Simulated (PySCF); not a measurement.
**[P2H3]− (SMILES [PH-]P) at CCSD(T)/STO-6G**

Aim: the vertical singlet–triplet gap of [P2H3]− at CCSD(T)/STO-6G, from 2 runs. 

The results are computed with PySCF 2.14.0.

19 further runs of the same task are left out: 6 that didn't finish, 13 set aside as unsound or not needed.

**1. The system as given**

[P2H3]−: 5 atoms, total charge -1, spin state singlet. As SMILES, `[PH-]P`. Geometry: relaxed at GFN2-xTB. This is one conformer, not always the lowest.

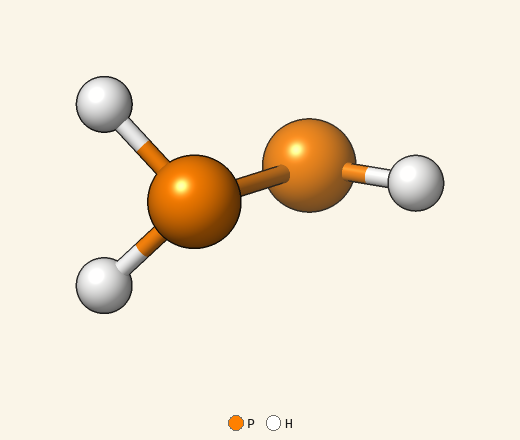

The structure, seen from a chosen angle (phosphorus orange, hydrogen white).

**2. A single-point energy at CCSD(T)/STO-6G**

Contents of job.py:

```python
from pyscf import gto, scf, cc

system = gto.M(
    atom='''
P    0.790170  -1.109400   0.143810
P   -0.477530   0.546260   0.076070
H    0.279530  -1.462550   1.364400
H   -0.983870   0.470170  -1.228180
H    0.391690   1.555520  -0.356110
''',
    basis='sto-6g',
    charge=-1,
    max_memory=1860,
    verbose=4,
)

calc0 = scf.RHF(system)
calc0.conv_tol = 1e-10
calc0.kernel()
if not calc0.converged:
    calc0 = calc0.newton().run(calc0.mo_coeff, calc0.mo_occ)

mycc = cc.CCSD(calc0, frozen=10)
mycc.kernel()
e_t = mycc.ccsd_t()
etot = mycc.e_tot + e_t
print('E = %.10f Eh' % etot)
```

Command:

```
$ OMP_NUM_THREADS=1 python job.py
```

The program printed:

```text
PySCF version 2.14.0

[INPUT] num. atoms = 5
[INPUT] num. electrons = 34
[INPUT] charge = -1
[INPUT] spin (= nelec alpha-beta = 2S) = 0
[INPUT] symmetry False subgroup None
[INPUT] Mole.unit = angstrom
[INPUT] Symbol           X                Y                Z      unit          X                Y                Z       unit  Magmom
[INPUT]  1 P      0.790170000000  -1.109400000000   0.143810000000 AA    1.493204891848  -2.096462162592   0.271761513974 Bohr   0.0
[INPUT]  2 P     -0.477530000000   0.546260000000   0.076070000000 AA   -0.902400916264   1.032281792805   0.143751466296 Bohr   0.0
[INPUT]  3 H      0.279530000000  -1.462550000000   1.364400000000 AA    0.528235143600  -2.763818943483   2.578342324357 Bohr   0.0
[INPUT]  4 H     -0.983870000000   0.470170000000  -1.228180000000 AA   -1.859244842176   0.888492531987  -2.320923831668 Bohr   0.0
[INPUT]  5 H      0.391690000000   1.555520000000  -0.356110000000 AA    0.740186825731   2.939506781283  -0.672950370219 Bohr   0.0

nuclear repulsion = 83.7338798520261
number of shells = 13
number of NR pGTOs = 126
number of NR cGTOs = 21
basis = sto-6g
ecp = {}

******** <class 'pyscf.scf.hf.RHF'> ********
method = RHF
initial guess = minao
damping factor = 0
level_shift factor = 0
DIIS = <class 'pyscf.scf.diis.CDIIS'>
diis_start_cycle = 1
diis_space = 8
diis_damp = 0
SCF conv_tol = 1e-10
SCF conv_tol_grad = None
SCF max_cycles = 50
direct_scf = True
direct_scf_tol = 1e-13
Set gradient conv threshold to 1e-05
Initial guess from minao.
init E= -680.435536041786
  HOMO = -0.103106856625824  LUMO = 0.286809652549897  gap/eV = 10.61017
cycle= 1 E= -680.539805877502  delta_E= -0.104  |g|= 0.309  |ddm|= 2.81
  HOMO = 0.233138222048816  LUMO = 0.70409998813843  gap/eV = 12.81552
cycle= 2 E= -680.589679852149  delta_E= -0.0499  |g|= 0.0463  |ddm|= 0.701
  HOMO = 0.157814155469764  LUMO = 0.728250550490761  gap/eV = 15.52236
cycle= 3 E= -680.591057603364  delta_E= -0.00138  |g|= 0.0142  |ddm|= 0.115
  HOMO = 0.156925232003589  LUMO = 0.726571394263187  gap/eV = 15.50086
cycle= 4 E= -680.591255968682  delta_E= -0.000198  |g|= 0.00422  |ddm|= 0.0509
  HOMO = 0.156287045913771  LUMO = 0.728412879329021  gap/eV = 15.56834
cycle= 5 E= -680.591277435508  delta_E= -2.15e-05  |g|= 0.000512  |ddm|= 0.0218
  HOMO = 0.156340581851067  LUMO = 0.728410916410706  gap/eV = 15.56683
cycle= 6 E= -680.591277755646  delta_E= -3.2e-07  |g|= 0.000113  |ddm|= 0.0026
  HOMO = 0.156322243571964  LUMO = 0.728410242122512  gap/eV = 15.56731
cycle= 7 E= -680.591277769117  delta_E= -1.35e-08  |g|= 8.76e-06  |ddm|= 0.000602
  HOMO = 0.156320740468637  LUMO = 0.728413075879121  gap/eV = 15.56743
cycle= 8 E= -680.591277769173  delta_E= -5.59e-11  |g|= 1.04e-06  |ddm|= 3.04e-05
  HOMO = 0.156320760459112  LUMO = 0.728413037915141  gap/eV = 15.56742
Extra cycle  E= -680.591277769172  delta_E= 7.96e-13  |g|= 3.5e-07  |ddm|= 2.91e-06
converged SCF energy = -680.591277769172

******** <class 'pyscf.cc.ccsd.CCSD'> ********
CC2 = 0
CCSD nocc = 7, nmo = 11
frozen orbitals 10
max_cycle = 50
direct = 0
conv_tol = 1e-07
conv_tol_normt = 1e-05
diis_space = 6
diis_start_cycle = 0
diis_start_energy_diff = 1e+09
Init t2, MP2 energy = -680.647110653823  E_corr(MP2) -0.0558328846508018
Init E_corr(CCSD) = -0.0558328846508712
cycle = 1  E_corr(CCSD) = -0.0711192025089959  dE = -0.0152863179  norm(t1,t2) = 0.043922
cycle = 2  E_corr(CCSD) = -0.0762264840357409  dE = -0.00510728153  norm(t1,t2) = 0.0167485
cycle = 3  E_corr(CCSD) = -0.0792718907387448  dE = -0.0030454067  norm(t1,t2) = 0.00745913
cycle = 4  E_corr(CCSD) = -0.0793473197451252  dE = -7.54290064e-05  norm(t1,t2) = 0.00160983
cycle = 5  E_corr(CCSD) = -0.0793153807935123  dE = 3.19389516e-05  norm(t1,t2) = 0.000656336
cycle = 6  E_corr(CCSD) = -0.0793157423014626  dE = -3.6150795e-07  norm(t1,t2) = 0.000172203
cycle = 7  E_corr(CCSD) = -0.0793140261007084  dE = 1.71620075e-06  norm(t1,t2) = 4.10487e-05
cycle = 8  E_corr(CCSD) = -0.0793145871237672  dE = -5.61023059e-07  norm(t1,t2) = 9.45445e-06
cycle = 9  E_corr(CCSD) = -0.0793145576718277  dE = 2.94519395e-08  norm(t1,t2) = 2.22629e-06
CCSD converged
E(CCSD) = -680.6705923268437  E_corr = -0.07931455767182767
CCSD(T) correction = -0.00055487699978889
E = -680.6711472038 Eh
```

Wall time 1.1 s (1 thread of Arm Neoverse V1, shared host); peak memory 0.099 GiB.

**3. The triplet**

Contents of job.py:

```python
from pyscf import gto, cc

system = gto.M(
    atom='''
P        0.790170      -1.109400       0.143810
P       -0.477530       0.546260       0.076070
H        0.279530      -1.462550       1.364400
H       -0.983870       0.470170      -1.228180
H        0.391690       1.555520      -0.356110
''',
    basis='sto-6g',
    verbose=4,
    max_memory=1860,
    charge=-1,
    spin=2,
)

mf = system.UHF()
mf.conv_tol = 1e-10
mf.kernel()
if not mf.converged:
    mf = mf.newton().run(mf.mo_coeff, mf.mo_occ)

mycc = cc.CCSD(mf, frozen=10)
mycc.kernel()
e_t = mycc.ccsd_t()
e_final = mycc.e_tot + e_t
print(f'total energy: {e_final:.8f} hartree')
```

Command:

```
$ OMP_NUM_THREADS=1 python job.py
```

The program printed:

```text
PySCF version 2.14.0

[INPUT] num. atoms = 5
[INPUT] num. electrons = 34
[INPUT] charge = -1
[INPUT] spin (= nelec alpha-beta = 2S) = 2
[INPUT] symmetry False subgroup None
[INPUT] Mole.unit = angstrom
[INPUT] Symbol           X                Y                Z      unit          X                Y                Z       unit  Magmom
[INPUT]  1 P      0.790170000000  -1.109400000000   0.143810000000 AA    1.493204891848  -2.096462162592   0.271761513974 Bohr   0.0
[INPUT]  2 P     -0.477530000000   0.546260000000   0.076070000000 AA   -0.902400916264   1.032281792805   0.143751466296 Bohr   0.0
[INPUT]  3 H      0.279530000000  -1.462550000000   1.364400000000 AA    0.528235143600  -2.763818943483   2.578342324357 Bohr   0.0
[INPUT]  4 H     -0.983870000000   0.470170000000  -1.228180000000 AA   -1.859244842176   0.888492531987  -2.320923831668 Bohr   0.0
[INPUT]  5 H      0.391690000000   1.555520000000  -0.356110000000 AA    0.740186825731   2.939506781283  -0.672950370219 Bohr   0.0

nuclear repulsion = 83.7338798520261
number of shells = 13
number of NR pGTOs = 126
number of NR cGTOs = 21
basis = sto-6g
ecp = {}

******** <class 'pyscf.scf.uhf.UHF'> ********
method = UHF
initial guess = minao
damping factor = 0
level_shift factor = 0
DIIS = <class 'pyscf.scf.diis.CDIIS'>
diis_start_cycle = 1
diis_space = 8
diis_damp = 0
SCF conv_tol = 1e-10
SCF conv_tol_grad = None
SCF max_cycles = 50
direct_scf = True
direct_scf_tol = 1e-13
number electrons alpha = 18  beta = 16
Set gradient conv threshold to 1e-05
init E= -680.435536041786
[... the frontier-level lines of each cycle are left out ...]


[... 54 lines left out ...]
Extra cycle  E= -680.385348299736  delta_E= -1.48e-12  |g|= 6.63e-07  |ddm|= 4.72e-06
converged SCF energy = -680.385348299736  <S^2> = 2.0100714  2S+1 = 3.0067067

******** <class 'pyscf.cc.uccsd.UCCSD'> ********
CC2 = 0
CCSD nocc = (np.int64(8), np.int64(6)), nmo = (11, 11)
frozen orbitals 10
max_cycle = 50
direct = 0
conv_tol = 1e-07
conv_tol_normt = 1e-06
diis_space = 6
diis_start_cycle = 0
diis_start_energy_diff = 1e+09
Init t2, MP2 energy = -0.0427030579807143
Init E_corr(UCCSD) = -0.0427030579815329
cycle = 1  E_corr(UCCSD) = -0.0559840795216886  dE = -0.0132810215  norm(t1,t2) = 0.0510512
cycle = 2  E_corr(UCCSD) = -0.0605628272975413  dE = -0.00457874778  norm(t1,t2) = 0.0213235
cycle = 3  E_corr(UCCSD) = -0.0636087146821428  dE = -0.00304588738  norm(t1,t2) = 0.0105655
cycle = 4  E_corr(UCCSD) = -0.0636017045353111  dE = 7.01014683e-06  norm(t1,t2) = 0.00372788
cycle = 5  E_corr(UCCSD) = -0.0636596207979277  dE = -5.79162626e-05  norm(t1,t2) = 0.00168375
cycle = 6  E_corr(UCCSD) = -0.0636443637973889  dE = 1.52570005e-05  norm(t1,t2) = 0.000660596
cycle = 7  E_corr(UCCSD) = -0.0636510604361732  dE = -6.69663878e-06  norm(t1,t2) = 0.000245551
cycle = 8  E_corr(UCCSD) = -0.0636512678543527  dE = -2.07418179e-07  norm(t1,t2) = 0.000122501
cycle = 9  E_corr(UCCSD) = -0.0636521964358582  dE = -9.28581505e-07  norm(t1,t2) = 6.87078e-05
cycle = 10  E_corr(UCCSD) = -0.063650580422837  dE = 1.61601302e-06  norm(t1,t2) = 4.32374e-05
cycle = 11  E_corr(UCCSD) = -0.0636507504733179  dE = -1.70050481e-07  norm(t1,t2) = 2.52495e-05
cycle = 12  E_corr(UCCSD) = -0.0636513432801969  dE = -5.92806879e-07  norm(t1,t2) = 1.22813e-05
cycle = 13  E_corr(UCCSD) = -0.063651578218334  dE = -2.34938137e-07  norm(t1,t2) = 8.05109e-06
cycle = 14  E_corr(UCCSD) = -0.0636514617886793  dE = 1.16429655e-07  norm(t1,t2) = 5.14071e-06
cycle = 15  E_corr(UCCSD) = -0.0636513555727714  dE = 1.06215908e-07  norm(t1,t2) = 3.76541e-06
cycle = 16  E_corr(UCCSD) = -0.0636514256360321  dE = -7.00632606e-08  norm(t1,t2) = 2.008e-06
cycle = 17  E_corr(UCCSD) = -0.06365146284574  dE = -3.7209708e-08  norm(t1,t2) = 1.01152e-06
cycle = 18  E_corr(UCCSD) = -0.0636514393712862  dE = 2.34744538e-08  norm(t1,t2) = 5.05319e-07
UCCSD converged
E(UCCSD) = -680.4489997391071  E_corr = -0.06365143937128624
UCCSD(T) correction = -0.000299023698004223
total energy: -680.44929876 hartree
```

It took 1.4 s on 1 thread of Arm Neoverse V1, shared host; peak memory 0.11 GiB.

**4. What came out**

At CCSD(T)/STO-6G, 10 core orbitals frozen:

| quantity | value |
| --- | --- |
| singlet: total energy | -680.67115 Eh |
| singlet: HOMO energy (Hartree–Fock orbitals) | 4.25 eV |
| singlet: LUMO energy (Hartree–Fock orbitals) | 19.82 eV |
| singlet: HOMO–LUMO gap (to an unbound level, set by the basis) | 15.57 eV |
| singlet: correlation energy (10 core orbitals frozen) | -79.9 mEh |
| singlet: (T) correction | -0.55 mEh |
| singlet: T1 diagnostic | 0.009 |
| triplet: total energy | -680.44930 Eh |
| triplet: HOMO energy (Hartree–Fock orbitals) (highest over α and β) | 10.32 eV |
| triplet: LUMO energy (Hartree–Fock orbitals) (lowest over α and β) | 15.39 eV |
| triplet: correlation energy (10 core orbitals frozen) | -64.0 mEh |
| triplet: (T) correction | -0.30 mEh |
| triplet: ⟨S²⟩ of the reference determinant | 2.010 |
| triplet: T1 diagnostic | 0.008 |
| vertical energy of the triplet above the singlet | 6.037 eV |

What this shows: At this shape the triplet lies 6.04 eV (139 kcal/mol) above the singlet. For an anion a state so high probably lies above electron detachment. In a minimal basis such a difference can be off by several eV, whatever the method. The triples (singlet) make up 0.7 % of the correlation energy. The HOMO (singlet) lies at positive energy, 4.25 eV: the electron is unbound at this level or held by a compact basis; values depend on the basis. The triples (triplet) make up 0.5 % of the correlation energy. The HOMO (triplet) lies at positive energy, 10.32 eV: the electron is unbound at this level or held by a compact basis; values depend on the basis.
